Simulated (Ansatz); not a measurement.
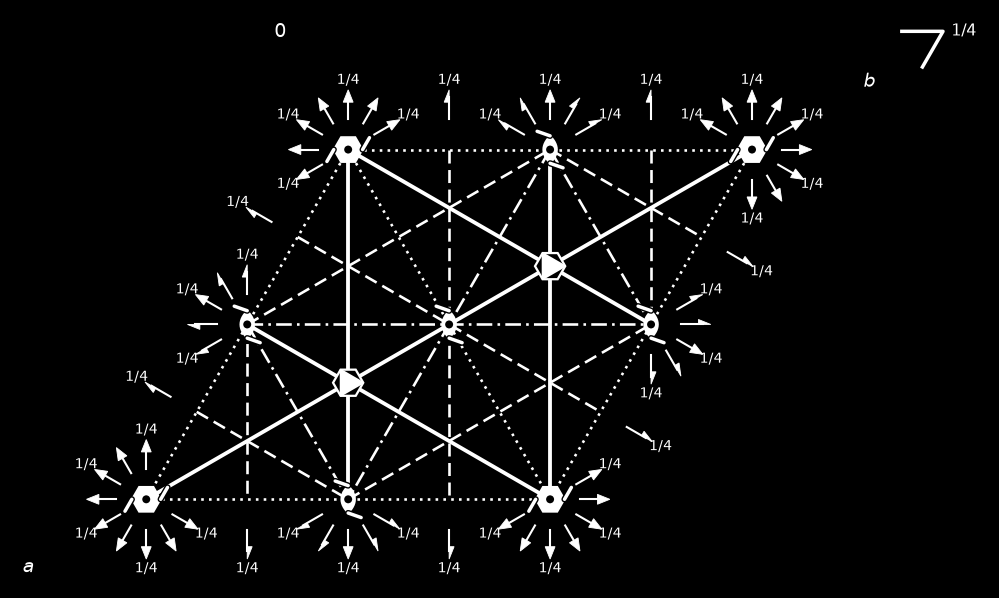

Symmetry elements of a space group, projected down c, computed from the operations of a computed or model structure of composition Ti.

Symbols follow the International Tables: origin at the upper left, the third axis towards the viewer; heavy, dashed, dotted, dash-dotted and dash-dot-dot lines are mirror, in-plane glide, out-of-plane glide, diagonal (n; with arrows d) and double (e) glide planes seen edge on; arrows at the rim are 2 (full head) and 2₁ (half head) axes in the plane; the corner sign is a plane parallel to the page; fractions are heights. Handed screw axes carry their printed symbol instead of tails.

**Give the Hermann–Mauguin symbol and number.**

P6_3/mmc (No. 194); primitive hexagonal, point group 6/mmm, 24 general positions a cell.

**List the elements shown.**

−6 axes along c at (1/3, 2/3), (2/3, 1/3); 6₃ axes along c at (0, 0); 2₁ axes along c at (0, 1/2), (1/2, 0), (1/2, 1/2); inversion centres at (0, 0), (0, 1/2), (1/2, 0), (1/2, 1/2); mirror planes holding c and [1 2 0] or [2 1 0] or [−1 1 0]; in-plane glide planes holding c and [1 2 0] or [2 1 0] or [−1 1 0]; c glide planes normal to a*, at x = 0; n glide planes normal to a*, at x = 1/2; c glide planes normal to b*, at y = 0; n glide planes normal to b*, at y = 1/2; c glide planes holding c and [1 1 0]; diagonal glide planes holding c and [1 1 0]; a mirror plane normal to c at height 1/4; 2 axes along [1 1 0] at height 0; 2 axes along [1 2 0] at height 1/4; 2 axes along [2 1 0] at height 1/4; 2 axes along [−1 1 0] at height 1/4; 2 axes along a at height 0; 2 axes along b at height 0; 2₁ axes along [1 1 0] at height 0; 2₁ axes along [1 2 0] at height 1/4; 2₁ axes along [2 1 0] at height 1/4; 2₁ axes along [−1 1 0] at height 1/4; 2₁ axes along a at height 0; 2₁ axes along b at height 0. Heights repeat every half period; positions are (a, b) fractions, modulo 1.

**Write the general positions (in any order).**

x, y, z; −x, −y, −z; x−y, x, z+1/2; −x+y, −x, −z+1/2; −y, x−y, z; y, −x+y, −z; −x, −y, z+1/2; x, y, −z+1/2; −x+y, −x, z; x−y, x, −z; y, −x+y, z+1/2; −y, x−y, −z+1/2; −y, −x, −z+1/2; y, x, z+1/2; −x, −x+y, −z; x, x−y, z; −x+y, y, −z+1/2; x−y, −y, z+1/2; y, x, −z; −y, −x, z; x, x−y, −z+1/2; −x, −x+y, z+1/2; x−y, −y, −z; −x+y, y, z
